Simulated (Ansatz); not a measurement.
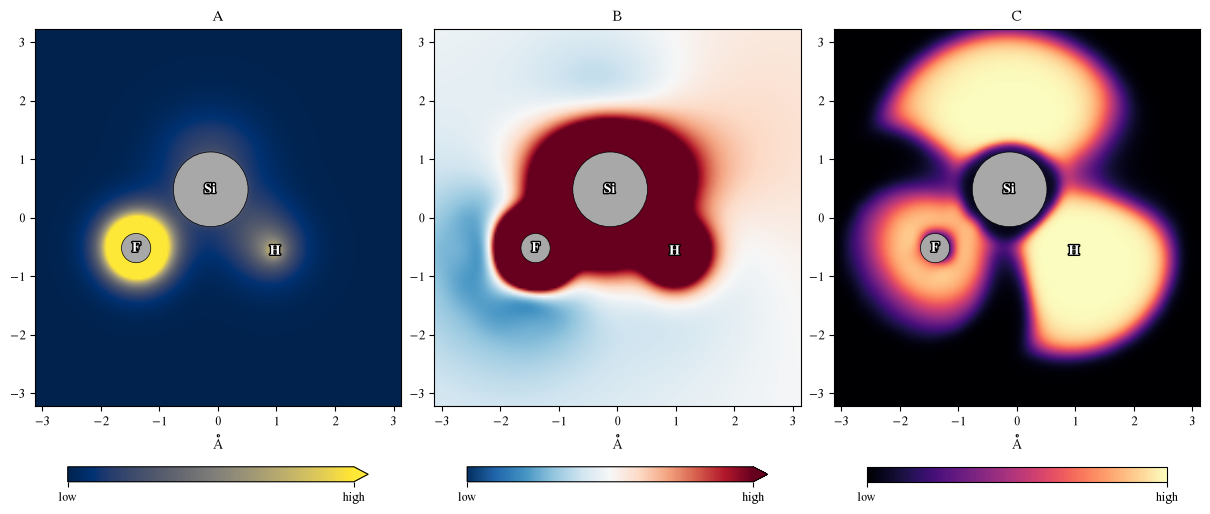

FHSi···H$_{2}$O: 3 fields on the plane of atoms F5, Si1 and H6, with unlabelled colour scales. Grey discs cover the atomic cores.

Not at a stationary point (largest force 1.5 eV/Å).

Level of theory: RHF/def2-SVP in Ansatz 0.2.0.

Which field does each panel show? The fields are: electron density, electron localisation function and electrostatic potential.

Answer. Panel A: electron density. Panel B: electrostatic potential (strongly positive close to the atoms, with negative regions outside electron-rich atoms). Panel C: electron localisation function. From the grid: Si–F (1.62 Å): ρ is about 1 e/Å³ halfway; the ELF peaks at about 0.85 in the valence shell of F, 0.6 Å from its nucleus, and is about 0.45 at the midpoint. Si–H (1.52 Å): ρ at the midpoint is about 0.75 e/Å³; the ELF climbs to about 1 towards the hydrogen, as it does in any bond to H.
